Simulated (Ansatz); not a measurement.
## Electronic structure of H$_{2}$Mg$_{2}$O$_{3}$ in real space

Input

```
crystal:
  periodic: [false, false, false]
  atoms:
    - {symbol: Mg, position_ang: [0.471126, 0.718667, -0.844842]}
    - {symbol: Mg, position_ang: [0.127830, -0.805871, 0.886868]}
    - {symbol: O, position_ang: [1.774386, -0.257628, 0.125021]}
    - {symbol: O, position_ang: [-0.793333, -0.861693, -0.915942]}
    - {symbol: O, position_ang: [-0.634066, 1.069415, 0.815664]}
    - {symbol: H, position_ang: [-0.611089, -1.590605, -1.521482]}
    - {symbol: H, position_ang: [-0.334854, 1.727705, 1.454714]}
basis:
  gaussian: {orbitals: def2-TZVP, initial_orbitals: start.molden}
hamiltonian: {xc: pbe0, dispersion: d4}
scf: {omitted_lower_state_checks: [starts]}
output: {orbitals: {seedname: orbitals}}
```

Run with:

```sh
ansatz run in.yaml --threads 4 --pin off --events-out ev --progress --plain --max-ram 3916MiB
```

Geometry: r2SCAN-D4/def2-SVP.

The calculation used RKS PBE0-D4/def2-TZVP in Ansatz.

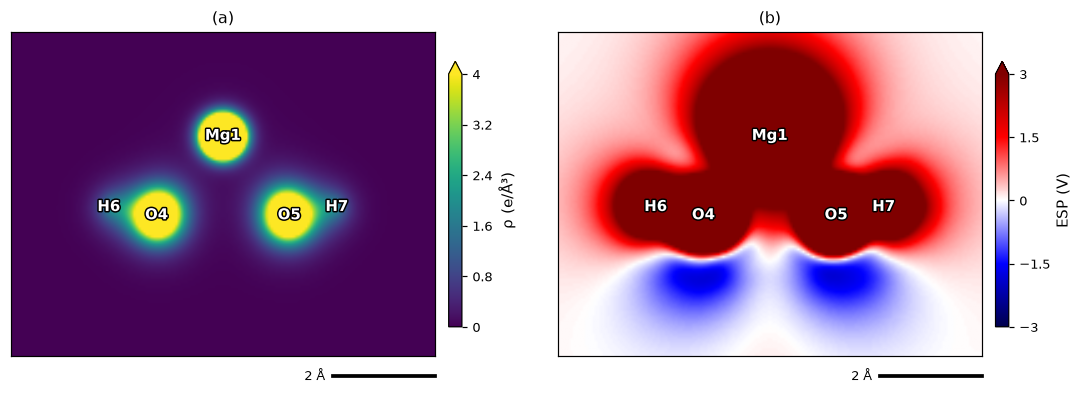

Figure 1. (a) total electron density; (b) electrostatic potential on the plane of atoms O4, Mg1 and O5.

Describe what can be read from this map.

Atoms in the plane: Mg, O and H. O–H (0.96 Å): the density is about 3.7 e/Å³ at the midpoint. Mg–O (2.03 Å): the density is about 0.39 e/Å³ at the midpoint. Outside the dense part of the molecule the potential is most negative (−1.9 V) near O4 and O5.

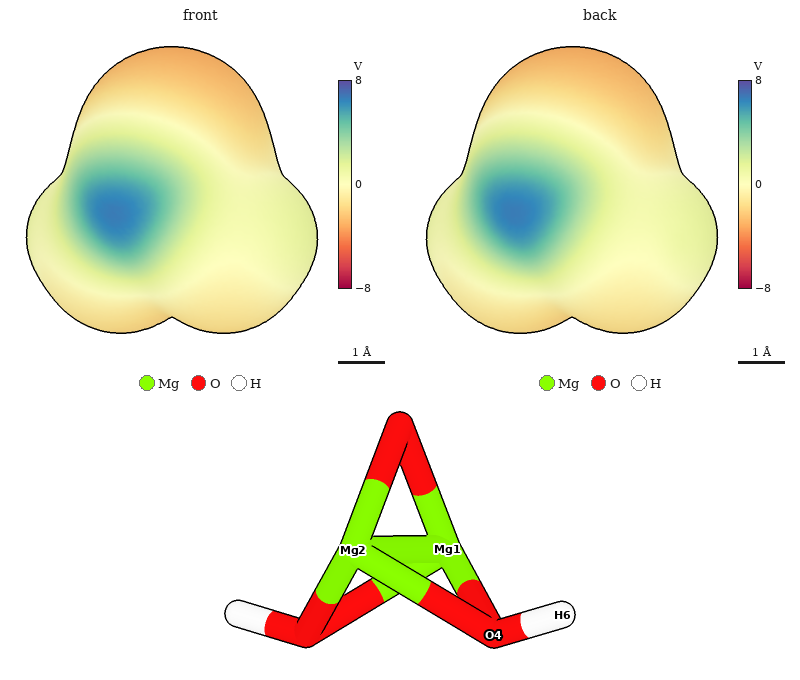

Figure 2. The electrostatic potential painted on the density surface at 0.001 e/bohr³, seen from the front and from behind; red is negative and blue positive. The bare structure is drawn below in the same view.

Which sites attract a positive test charge, and which a negative one?

A positive charge is drawn to the negative regions and a negative charge to the positive ones. The most negative region (about −3.1 V) lies over O3, the most positive (about +6.6 V) over Mg1 and Mg2. O3 is the likeliest acceptor of a hydrogen bond.

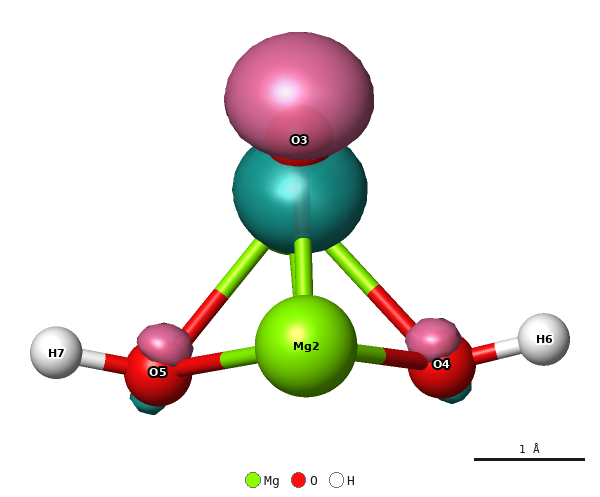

Figure 3. The HOMO−1 at ±0.3 Å⁻³ᐟ² (teal and pink are the two phases), seen at a tilt.

Describe this orbital and give its energy.

It lies mainly on O3 (about 75 %); largely a lone pair of O3. Its energy is −5.64 eV.
